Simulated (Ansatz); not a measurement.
System: CH6InNS (SMILES [CH3][In]([NH2])[SH]).

```xyz
10

C    -0.2761    1.9072    0.3615
In   -0.0657   -0.2132    0.2047
N     0.7676   -1.1735   -1.3622
S    -0.6524   -1.6736    2.0125
H     0.7059    2.3766    0.2900
H    -0.9006    2.2820   -0.4500
H    -0.7302    2.1703    1.3157
H     0.6167   -2.1641   -1.4747
H     0.7909   -0.7277   -2.2666
H    -0.2561   -2.7840    1.3691
```

Geometry: PBE0-D4/def2-TZVP; core potentials replace the inner electrons of In.

Level of theory: RKS PBE0-D4/def2-TZVPP in Ansatz 0.2.0.

> What can the converged electron density and electron localisation function tell about the bonding?

In–N (2.02 Å): ρ at the midpoint is about 0.79 e/Å³; the ELF peaks at about 0.85 in the valence shell of N, 0.6 Å from its nucleus, and drops to about 0.15 between the two atoms.
C–In (2.14 Å): ρ is about 0.7 e/Å³ halfway; the ELF peaks at about 0.90 in the valence shell of C, 0.6 Å from its nucleus, and drops to about 0.20 between the two atoms.
In–S (2.40 Å): the density is about 0.56 e/Å³ at the midpoint; the ELF peaks at about 0.85 in the valence shell of S, 0.9 Å from its nucleus, and drops to about 0.15 between the two atoms.
N–H (1.01 Å): ρ is about 2.9 e/Å³ halfway; the ELF climbs to about 1 towards the hydrogen, as it does in any bond to H; a covalent bond by its length.

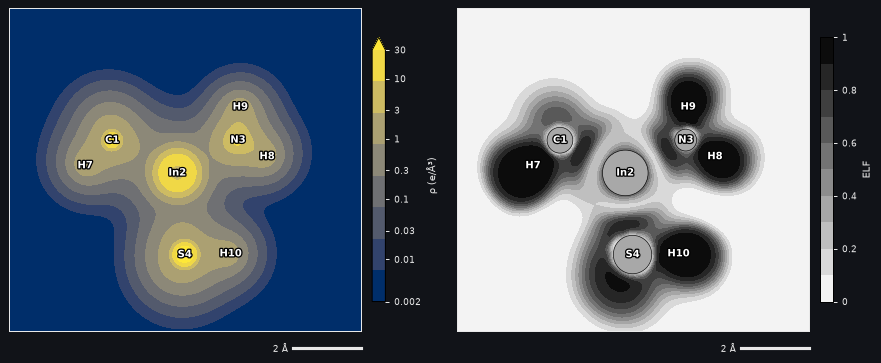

Computed electron density and electron localisation function on the plane of atoms C1, In2 and S4, in this order. Grey discs cover the atomic cores in the ELF map. 
